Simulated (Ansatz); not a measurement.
# AlAsH₃+ (triplet): one geometry, many settings

Aim: run AlAsH₃+ (triplet) at one geometry under a spread of methods and options, and see what each costs and gives.

The runs use Ansatz 0.2.0, Gaussian basis; the settings change from run to run.

24 further runs of the same task are left out: 3 for a known fault of the program, 9 that didn't finish, 12 set aside as unsound or not needed.

## Step 1: The geometry

The geometry is a PBE0/def2-TZVP stationary point (not a proven minimum) of the parent state, kept for this charge and spin. No spin-orbit coupling is included. The filled d shell of As may be among the frozen orbitals whatever the setting's name suggests; the logs give the count.

5 atoms, charge 1, spin multiplicity 3.

Atoms are counted from 1 here; the program's logs count them from 0.

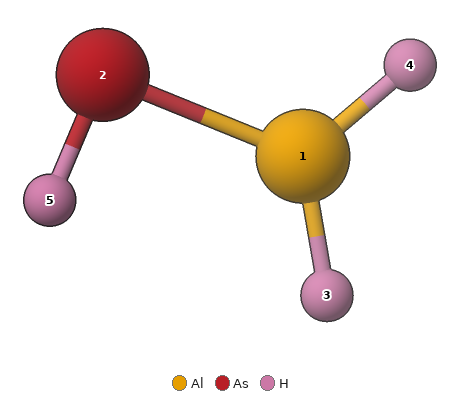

The structure; aluminium amber, arsenic red, hydrogen pink; atoms are numbered from 1 in the order of the file.

## Step 2: MP2 on ROHF/6-31G*

The input, in.yaml:

```yaml
crystal:
  periodic: [false, false, false]
  atoms:
    - {symbol: Al, position_ang: [0.000000, 0.020463, 1.750773]}
    - {symbol: As, position_ang: [0.000000, -0.027757, -0.688843]}
    - {symbol: H, position_ang: [0.000000, 1.383794, 2.563130]}
    - {symbol: H, position_ang: [0.000000, -1.367803, 2.519896]}
    - {symbol: H, position_ang: [0.000000, 1.499472, -0.746751]}
basis:
  gaussian: {orbitals: "6-31G*"}
total_charge: 1
magnetization: {spin_polarized: false, initial_magnetization: 2}
correlation: {method: mp2, electrons: outside_noble_gas}
output: {forces: true}
```

The run is started by

```
$ ansatz run in.yaml --threads 1 --pin off --events-out ev --progress --plain --max-ram 2393MiB
```

The program printed:

```text
Functional definition: HF
  name "HF"
  cite "Fock, Z. Phys. 61, 126 (1930) doi:10.1007/BF01340294"
  parent pbe
  exchange = exact_x
  correlation = 0
592 factors; integrals over basis functions are off by at most 1.1e-3 eV
mean field evaluation 1: about -67408.0882 eV, gradient 9.4e0 eV
mean field evaluation 2: about -67408.1084 eV, gradient 9.4e0 eV
mean field evaluation 4: about -67408.8849 eV, gradient 1.3e0 eV
mean field evaluation 8: about -67408.9053 eV, gradient 2.5e-1 eV
mean field evaluation 16: about -67404.1069 eV, gradient 1.8e1 eV
mean field evaluation 32: about -67408.1782 eV, gradient 8.3e0 eV
mean field -67408.90979365 eV, -2477.2317435166 hartree, gradient 1.9e-6 eV, S^2 2.000000; 4 other end points of the search recorded, 0 dependent functions left out
mean field evaluation 64: about -67408.1654 eV, gradient 8.0e0 eV
19 core orbitals not correlated: weight in the atoms' cores, before any rotation towards them, 1.000 or more for the frozen orbitals, at most 0.000 for the correlated occupied ones
reference -67408.90979365 eV, -2477.2317435166 hartree; 6, 4 occupied and 35, 37 virtual orbitals, 592 factors
second order -3.10529245 eV of doubles, -0.07373063 eV of singles
the calculation of the forces begins
Total energy: -67412.08881673 eV, -2477.3485704599 hartree
Atom 0 at     0.000000     0.020463     1.750773 Å, force     0.000000    -0.781825     2.759079 eV/Å
Atom 1 at     0.000000    -0.027757    -0.688843 Å, force    -0.000000     0.580661    -0.776232 eV/Å
Atom 2 at     0.000000     1.383794     2.563130 Å, force    -0.000000     0.231331    -0.789427 eV/Å
Atom 3 at     0.000000    -1.367803     2.519896 Å, force    -0.000000     0.002984    -0.579060 eV/Å
Atom 4 at     0.000000     1.499472    -0.746751 Å, force    -0.000000    -0.033151    -0.614360 eV/Å
Dipole moment:    -0.000000     0.151197     0.175657 e Å
```

Run time: 12 s. Hardware: 1 thread of Intel Xeon at 2.50GHz, shared host.

## Step 3: BCCD(T)/6-31G*

in.yaml, as its differences from that of step 2:

```diff
@@ -12,3 +12,3 @@
 magnetization: {spin_polarized: false, initial_magnetization: 2}
-correlation: {method: mp2, electrons: outside_noble_gas}
-output: {forces: true}
+hamiltonian: {xc: {name: PBE0}}
+correlation: {method: bccd_t, electrons: outside_noble_gas}
```

Launched as before.

The program printed, cut to the lines that bear on the results:

```text
Functional definition: PBE0
  name "PBE0"
  cite "Adamo & Barone, J. Chem. Phys. 110, 6158 (1999) doi:10.1063/1.478522"
  cite "Perdew, Burke & Ernzerhof, Phys. Rev. Lett. 77, 3865 (1996) doi:10.1103/PhysRevLett.77.3865"
  parent pbe
[...]
592 factors; integrals over basis functions are off by at most 1.1e-3 eV
[...]
mean field -67458.15994655 eV, -2479.0416532528 hartree, gradient 5.8e-6 eV, S^2 2.000000; 2 other end points of the search recorded, 0 dependent functions left out
[...]
19 core orbitals not correlated: weight in the atoms' cores, before any rotation towards them, 1.000 or more for the frozen orbitals, at most 0.000 for the correlated occupied ones
reference -67408.39737262 eV, -2477.2129123910 hartree; 6, 4 occupied and 35, 37 virtual orbitals, 592 factors
second order -3.35076181 eV of doubles, -0.28554425 eV of singles
cycle   1  -4.19126979 eV  change   -5.6e-1 eV  update   6.4e-2
[...]
cycle  12  -4.42924327 eV  change    1.6e-6 eV  update   1.0e-5
perturbative correction -0.10059085 eV, -0.0036966457 hartree
Total energy: -67412.92720675 eV, -2477.3793807248 hartree
```

Wall time 11 s (1 thread of Intel Xeon at 2.50GHz, shared host).

From the report: correlation -4.5298 eV; largest double amplitude 0.05.

## Step 4: CASSCF(6,5)/cc-pVDZ

in.yaml, as its differences from that of step 3:

```diff
@@ -9,6 +9,5 @@
 basis:
-  gaussian: {orbitals: "6-31G*"}
+  gaussian: {orbitals: cc-pVDZ}
 total_charge: 1
 magnetization: {spin_polarized: false, initial_magnetization: 2}
-hamiltonian: {xc: {name: PBE0}}
-correlation: {method: bccd_t, electrons: outside_noble_gas}
+correlation: {active_space: {window: {electrons: 6, orbitals: 5}}}
```

Same command.

The program printed:

```text
Functional definition: HF
  name "HF"
  cite "Fock, Z. Phys. 61, 126 (1930) doi:10.1007/BF01340294"
  parent pbe
  exchange = exact_x
  correlation = 0
639 factors; integrals over basis functions are off by at most 1.3e-3 eV
mean field evaluation 1: about -67415.6742 eV, gradient 8.9e0 eV
mean field evaluation 2: about -67415.6882 eV, gradient 9.0e0 eV
mean field evaluation 4: about -67416.4471 eV, gradient 8.7e-1 eV
mean field evaluation 8: about -67416.4611 eV, gradient 2.3e-1 eV
mean field evaluation 16: about -67404.5213 eV, gradient 2.7e1 eV
mean field evaluation 32: about -67414.8718 eV, gradient 3.4e0 eV
mean field evaluation 64: about -67412.6038 eV, gradient 2.5e-6 eV
mean field -67416.46482310 eV, -2477.5093857278 hartree, gradient 1.6e-6 eV, S^2 2.000000; 4 other end points of the search recorded, 0 dependent functions left out
reference -67416.46482310 eV, -2477.5093857278 hartree; 25, 23 occupied and 35, 37 virtual orbitals, 639 factors
state -67417.00862003 eV, -2477.5293698965 hartree
Total energy: -67417.00862003 eV, -2477.5293698965 hartree
```

It took 21 s on 1 thread of Intel Xeon at 2.50GHz, shared host.

From the report: 100 determinants; active occupations 2.00, 1.97, 1.00, 1.00, 0.04.

## Step 5: HF/6-31G

in.yaml, as its differences from that of step 4:

```diff
@@ -9,5 +9,7 @@
 basis:
-  gaussian: {orbitals: cc-pVDZ}
+  gaussian: {orbitals: 6-31G}
 total_charge: 1
-magnetization: {spin_polarized: false, initial_magnetization: 2}
-correlation: {active_space: {window: {electrons: 6, orbitals: 5}}}
+magnetization: {spin_polarized: true, initial_magnetization: 2}
+hamiltonian: {xc: hf}
+scf: {lower_state_search: full}
+output: {orbitals: {seedname: orbitals}}
```

The command is unchanged.

The program printed:

```text
Functional definition: HF
  name "HF"
  cite "Fock, Z. Phys. 61, 126 (1930) doi:10.1007/BF01340294"
  parent pbe
  exchange = exact_x
  correlation = 0
484 factors; integrals over basis functions are off by at most 3.7e-4 eV
mean field evaluation 1: about -67405.8246 eV, gradient 6.9e0 eV
mean field evaluation 2: about -67405.8848 eV, gradient 7.0e0 eV
mean field evaluation 4: about -67406.6242 eV, gradient 1.2e0 eV
mean field evaluation 8: about -67406.6699 eV, gradient 1.4e-1 eV
mean field evaluation 16: about -67399.1202 eV, gradient 8.1e0 eV
mean field evaluation 32: about -67406.6712 eV, gradient 4.6e-3 eV
mean field -67406.67119848 eV, -2477.1494766615 hartree, gradient 2.7e-5 eV, S^2 2.016236; 3 other end points of the search recorded, 0 dependent functions left out
reference -67406.67119848 eV, -2477.1494766615 hartree; 25, 23 occupied and 23, 25 virtual orbitals, 484 factors
Total energy: -67406.67119848 eV, -2477.1494766615 hartree
```

Wall time 3.7 s (1 thread of Intel Xeon at 2.50GHz, shared host).

From the report: ⟨S²⟩ of the determinant 2.016 (pure triplet: 2.00).

## Step 6: CASSCF(4,6)/cc-pVDZ

in.yaml, as its differences from that of step 5:

```diff
@@ -9,7 +9,5 @@
 basis:
-  gaussian: {orbitals: 6-31G}
+  gaussian: {orbitals: cc-pVDZ}
 total_charge: 1
-magnetization: {spin_polarized: true, initial_magnetization: 2}
-hamiltonian: {xc: hf}
-scf: {lower_state_search: full}
-output: {orbitals: {seedname: orbitals}}
+magnetization: {spin_polarized: false, initial_magnetization: 2}
+correlation: {active_space: {window: {electrons: 4, orbitals: 6}}}
```

Same command.

The program printed:

```text
Functional definition: HF
  name "HF"
  cite "Fock, Z. Phys. 61, 126 (1930) doi:10.1007/BF01340294"
  parent pbe
  exchange = exact_x
  correlation = 0
639 factors; integrals over basis functions are off by at most 1.3e-3 eV
mean field evaluation 1: about -67415.6742 eV, gradient 8.9e0 eV
mean field evaluation 2: about -67415.6882 eV, gradient 9.0e0 eV
mean field evaluation 4: about -67416.4471 eV, gradient 8.7e-1 eV
mean field evaluation 8: about -67416.4611 eV, gradient 2.3e-1 eV
mean field evaluation 16: about -67404.5213 eV, gradient 2.7e1 eV
mean field evaluation 32: about -67414.8718 eV, gradient 3.4e0 eV
mean field evaluation 64: about -67412.6038 eV, gradient 2.5e-6 eV
mean field -67416.46482310 eV, -2477.5093857278 hartree, gradient 1.6e-6 eV, S^2 2.000000; 4 other end points of the search recorded, 0 dependent functions left out
reference -67416.46482310 eV, -2477.5093857278 hartree; 25, 23 occupied and 35, 37 virtual orbitals, 639 factors
state -67417.21555646 eV, -2477.5369746699 hartree
Total energy: -67417.21555646 eV, -2477.5369746699 hartree
```

It took 29 s on 1 thread of Intel Xeon at 2.50GHz, shared host.

From the report: 225 determinants; active occupations 1.96, 1.00, 1.00, 0.03, 0.00, 0.00.

## Step 7: CISD/cc-pVDZ

in.yaml, as its differences from that of step 6:

```diff
@@ -12,2 +12,4 @@
 magnetization: {spin_polarized: false, initial_magnetization: 2}
-correlation: {active_space: {window: {electrons: 4, orbitals: 6}}}
+correlation: {active_space: {ras: {orbitals: [4, 2, 35], electrons: 10, max_holes: 2, max_particles: 2}, fixed_orbitals: true}}
+accuracy: high
+output: {forces: true}
```

Launched as before.

The program printed, cut to the lines that bear on the results:

```text
Functional definition: HF
  name "HF"
  cite "Fock, Z. Phys. 61, 126 (1930) doi:10.1007/BF01340294"
  parent pbe
[...]
1277 factors; integrals over basis functions are off by at most 4.5e-9 eV
[...]
mean field -67416.46488951 eV, -2477.5093881685 hartree, gradient 9.8e-8 eV, S^2 2.000000; 4 other end points of the search recorded, 0 dependent functions left out
reference -67416.46488951 eV, -2477.5093881685 hartree; 25, 23 occupied and 35, 37 virtual orbitals, 1277 factors
state -67420.90501898 eV, -2477.6725599168 hartree
[...]
Total energy: -67420.90501898 eV, -2477.6725599168 hartree
Atom 0 at     0.000000     0.020463     1.750773 Å, force    -0.000000    -0.767153     2.893092 eV/Å
Atom 1 at     0.000000    -0.027757    -0.688843 Å, force    -0.000000     0.612488    -0.902090 eV/Å
Atom 2 at     0.000000     1.383794     2.563130 Å, force    -0.000000     0.191899    -0.801514 eV/Å
Atom 3 at     0.000000    -1.367803     2.519896 Å, force     0.000000     0.046243    -0.597851 eV/Å
Atom 4 at     0.000000     1.499472    -0.746751 Å, force    -0.000000    -0.083477    -0.591637 eV/Å
Dipole moment:     0.000000     0.131916     0.148307 e Å
```

Wall time 32 s (1 thread of Intel Xeon at 2.50GHz, shared host).

From the report: 90,660 determinants.

## Step 8: NEVPT4(SD)(14,8)/STO-3G

in.yaml, as its differences from that of step 7:

```diff
@@ -9,7 +9,5 @@
 basis:
-  gaussian: {orbitals: cc-pVDZ}
+  gaussian: {orbitals: STO-3G}
 total_charge: 1
 magnetization: {spin_polarized: false, initial_magnetization: 2}
-correlation: {active_space: {ras: {orbitals: [4, 2, 35], electrons: 10, max_holes: 2, max_particles: 2}, fixed_orbitals: true}}
-accuracy: high
-output: {forces: true}
+correlation: {method: fic_nevpt4_sd, electrons: valence, active_space: {window: {electrons: 14, orbitals: 8}}}
```

Same command.

The program printed:

```text
Functional definition: HF
  name "HF"
  cite "Fock, Z. Phys. 61, 126 (1930) doi:10.1007/BF01340294"
  parent pbe
  exchange = exact_x
  correlation = 0
306 factors; integrals over basis functions are off by at most 5.9e-5 eV
mean field evaluation 1: about -66662.1845 eV, gradient 1.1e1 eV
mean field evaluation 2: about -66662.1838 eV, gradient 1.1e1 eV
mean field evaluation 4: about -66663.1851 eV, gradient 1.1e0 eV
mean field evaluation 8: about -66663.2255 eV, gradient 8.3e-3 eV
mean field -66663.22545929 eV, -2449.8283496719 hartree, gradient 8.0e-6 eV, S^2 2.000000; 0 other end points of the search recorded, 0 dependent functions left out
reference -66663.22545929 eV, -2449.8283496719 hartree; 25, 23 occupied and 5, 7 virtual orbitals, 306 factors
state -66663.22578429 eV, -2449.8283616152 hartree
state -66663.22578429 eV, -2449.8283616152 hartree; corrected -66665.11615962 eV, -2449.8978316275 hartree
WARN: 6 active orbitals are nearly empty or full. The corrections depend on them more than the energy does, and are more stable in an active space without them
Total energy: -66665.11615962 eV, -2449.8978316275 hartree
```

Run time: 6 s. Hardware: 1 thread of Intel Xeon at 2.50GHz, shared host.

From the report: 30 determinants; active occupations 2.00, 2.00, 2.00, 2.00, 2.00, 2.00, 1.00, 1.00. The report marks this result as in doubt.

## Step 9: CCSD(T) on ROHF/cc-pVDZ

in.yaml, as its differences from that of step 8:

```diff
@@ -9,5 +9,6 @@
 basis:
-  gaussian: {orbitals: STO-3G}
+  gaussian: {orbitals: cc-pVDZ, point_charges: [{charge: -1.00, position_ang: [2.614, -0.519, -0.724]}]}
 total_charge: 1
 magnetization: {spin_polarized: false, initial_magnetization: 2}
-correlation: {method: fic_nevpt4_sd, electrons: valence, active_space: {window: {electrons: 14, orbitals: 8}}}
+hamiltonian: {pseudopotentials: {relativity: none}}
+correlation: {method: ccsd_t, electrons: valence}
```

The command is unchanged.

The program printed, cut to the lines that bear on the results:

```text
Functional definition: HF
  name "HF"
  cite "Fock, Z. Phys. 61, 126 (1930) doi:10.1007/BF01340294"
  parent pbe
[...]
639 factors; integrals over basis functions are off by at most 1.3e-3 eV
[...]
mean field -67421.73120905 eV, -2477.7029218418 hartree, gradient 2.3e-6 eV, S^2 2.000000; 1 other end points of the search recorded, 0 dependent functions left out
[...]
14 core orbitals not correlated: weight in the atoms' cores, before any rotation towards them, 1.000 or more for the frozen orbitals, at most 0.000 for the correlated occupied ones
reference -67421.73120905 eV, -2477.7029218418 hartree; 11, 9 occupied and 35, 37 virtual orbitals, 639 factors
second order -4.10728000 eV of doubles, -0.07818297 eV of singles
cycle   1  -4.86959431 eV  change   -6.8e-1 eV  update   6.9e-2
[...]
cycle  12  -5.17532994 eV  change   -7.9e-6 eV  update   2.3e-5
perturbative correction -0.12494013 eV, -0.0045914653 hartree
Total energy: -67427.03147912 eV, -2477.8977031743 hartree
```

Wall time 19 s (1 thread of Intel Xeon at 2.50GHz, shared host).

From the report: correlation -5.3003 eV; T1 0.019; largest double amplitude 0.04.

## Step 10: MP2 on ROHF/cc-pVDZ

in.yaml, as its differences from that of step 9:

```diff
@@ -9,6 +9,5 @@
 basis:
-  gaussian: {orbitals: cc-pVDZ, point_charges: [{charge: -1.00, position_ang: [2.614, -0.519, -0.724]}]}
+  gaussian: {orbitals: cc-pVDZ}
 total_charge: 1
 magnetization: {spin_polarized: false, initial_magnetization: 2}
-hamiltonian: {pseudopotentials: {relativity: none}}
-correlation: {method: ccsd_t, electrons: valence}
+correlation: {method: mp2, electrons: valence}
```

Same command.

The program printed, cut to the lines that bear on the results:

```text
Functional definition: HF
  name "HF"
  cite "Fock, Z. Phys. 61, 126 (1930) doi:10.1007/BF01340294"
  parent pbe
[...]
639 factors; integrals over basis functions are off by at most 1.3e-3 eV
[...]
mean field -67416.46482310 eV, -2477.5093857278 hartree, gradient 1.6e-6 eV, S^2 2.000000; 4 other end points of the search recorded, 0 dependent functions left out
[...]
14 core orbitals not correlated: weight in the atoms' cores, before any rotation towards them, 1.000 or more for the frozen orbitals, at most 0.000 for the correlated occupied ones
reference -67416.46482310 eV, -2477.5093857278 hartree; 11, 9 occupied and 35, 37 virtual orbitals, 639 factors
second order -4.14614407 eV of doubles, -0.08015996 eV of singles
Total energy: -67420.69112713 eV, -2477.6646995361 hartree
```

Run time: 11 s. Hardware: 1 thread of Intel Xeon at 2.50GHz, shared host.

## Step 11: The runs in one table

Where basis and cores are those of an earlier UCCSDT(Q)/cc-pVDZ run (-67421.3845 eV), and the state is the same kind, the miss against it is given. † marks a result that the program doubts.

```tsv
level	correlated	functions	energy (eV)	from UCCSDT(Q) (meV)	time
MP2 on ROHF/6-31G*	outside noble gas	60	-67412.0888		12 s
BCCD(T)/6-31G* (on PBE0 orbitals)	outside noble gas	60	-67412.9272		11 s
CASSCF(6,5)/cc-pVDZ		60	-67417.0086	4375.8	21 s
HF/6-31G		48	-67406.6712		3.7 s
CASSCF(4,6)/cc-pVDZ		60	-67417.2156	4168.9	29 s
CISD/cc-pVDZ	outside noble gas	60	-67420.9050	479.4	32 s
NEVPT4(SD)(14,8)/STO-3G †	valence	30	-66665.1162		6 s
CCSD(T) on ROHF/cc-pVDZ (beside a point charge)	valence	60	-67427.0315		19 s
MP2 on ROHF/cc-pVDZ	valence	60	-67420.6911		11 s
```

## Step 12: What came out

| quantity | value |
| --- | --- |
| runs | 9 |
| quickest | HF/6-31G, 3.7 s |
| slowest | CISD/cc-pVDZ, 32 s |

What this shows: Total energies in different bases, with other cores or another treatment of relativity can't be set against each other. CISD/cc-pVDZ took 9 times as long as HF/6-31G; the jobs differ in more than the method. Hartree-Fock, CASSCF and CASCI lack dynamic correlation by design.
